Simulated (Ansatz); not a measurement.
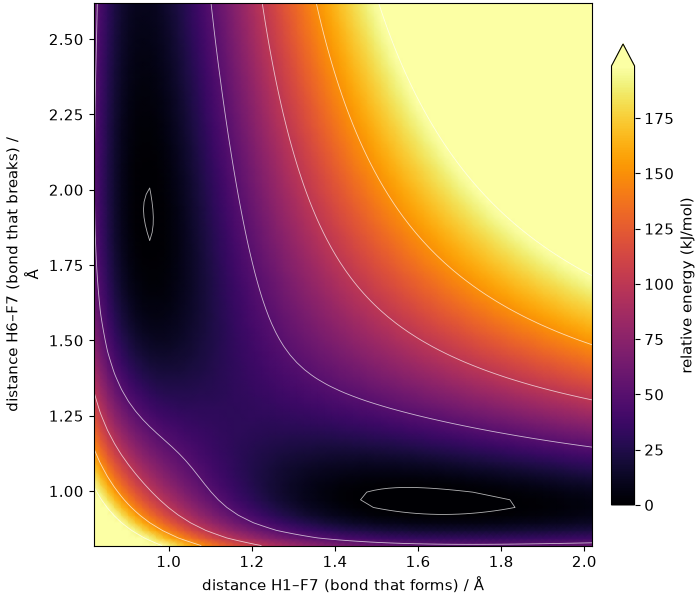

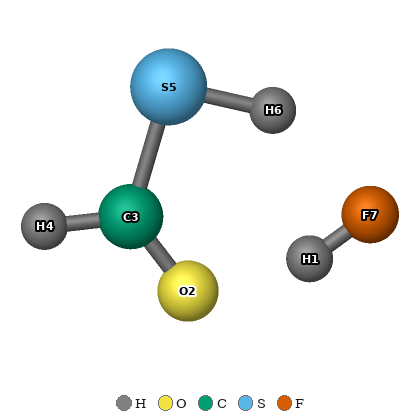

Energy landscape of the reacting system CH₃FOS (one molecule; an intramolecular shuttled-shift). 
- First axis: distance H1–F7 (bond that forms). Second axis: distance H6–F7 (bond that breaks).
- Relaxed at each point: all other coordinates.
- Grid: 12 × 12 points.
- Points are written as (first, second).
- Energies: kJ/mol, counted from the lowest grid point.
- The reference is spin-restricted, so regions where a bond is pulled apart into radicals lie too high.
- Level of theory: RKS PBE0-D4/def2-SVP (Ansatz).

Drawn: a smooth colour map with a few white contour lines, one colour for all values above the top of the scale. Between grid points the surface is interpolated. The second picture is the structure at the lowest point.

Question: Where are the wells?

Answer: The lowest grid point is at (0.961 Å, 1.842 Å). A higher local minimum lies near (1.625 Å, 0.909 Å) (2.9 kJ/mol above the lowest at that grid point). The highest grid point, (0.819 Å, 0.819 Å), lies 356 kJ/mol above the lowest. On the interpolated surface the lowest path from the side where the first distance is long, about (1.88 Å, 0.95 Å), to the well on the other side, about (0.95 Å, 1.93 Å), has its top at about (1.17 Å, 1.23 Å), about 29 kJ/mol above the start and 31 kJ/mol above the end.

The input of one point:

```yaml
crystal:
  periodic: [false, false, false]
  atoms:
    - { symbol: H, position_ang: [-1.162685, 0.705148, 0.415105] }
    - { symbol: O, position_ang: [-0.423003, 0.570903, -0.987274] }
    - { symbol: C, position_ang: [0.554076, -0.146821, -0.883038] }
    - { symbol: H, position_ang: [1.200478, -0.360444, -1.76041] }
    - { symbol: S, position_ang: [1.096295, -0.930827, 0.572212] }
    - { symbol: H, position_ang: [0.122879, -0.445302, 1.299134] }
    - { symbol: F, position_ang: [-1.388039, 0.607342, 1.344175] }
basis:
  gaussian: { orbitals: def2-SVP }
hamiltonian:
  xc: pbe0
  dispersion: d4
output:
  forces: true
relax:
  f_tol: 0.02
  max_steps: 50
  escape_saddle: false
  constraints: [{ distance: [0, 6] }, { distance: [5, 6] }]
scf:
  lower_state_search: "off"
```

The whole map (144 points run) took 32 min on 1 thread of Arm Neoverse V1, with other jobs on the host.
